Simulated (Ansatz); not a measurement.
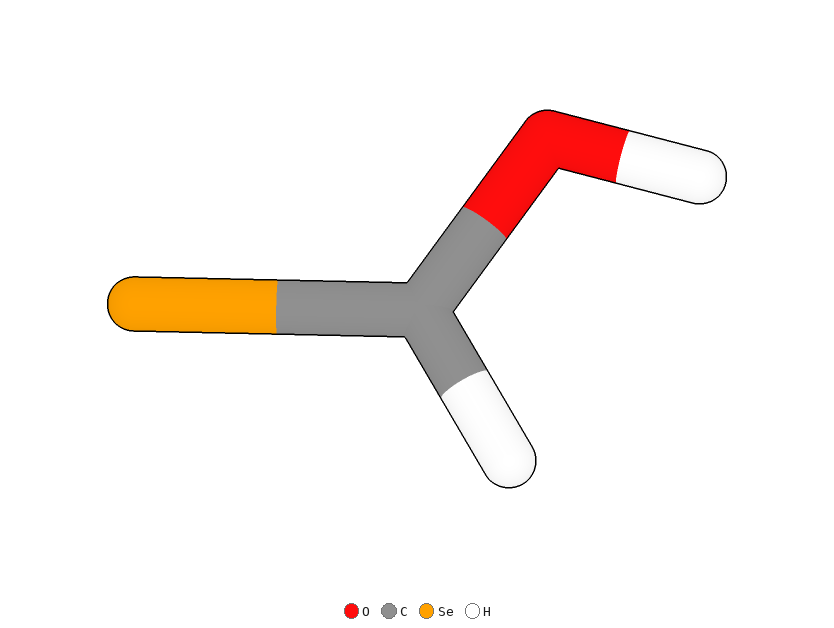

The geometry was computed by an optimisation with PBE0-D4/def2-TZVP. No frequency run is at hand to confirm it as a minimum.

Give the structural formula.

SMILES: OC=[Se]

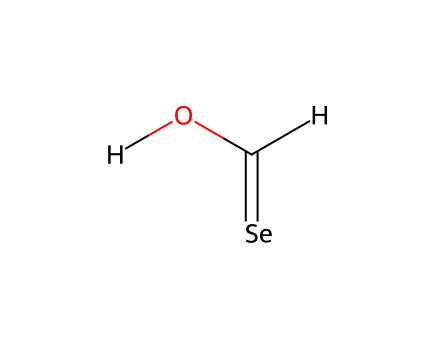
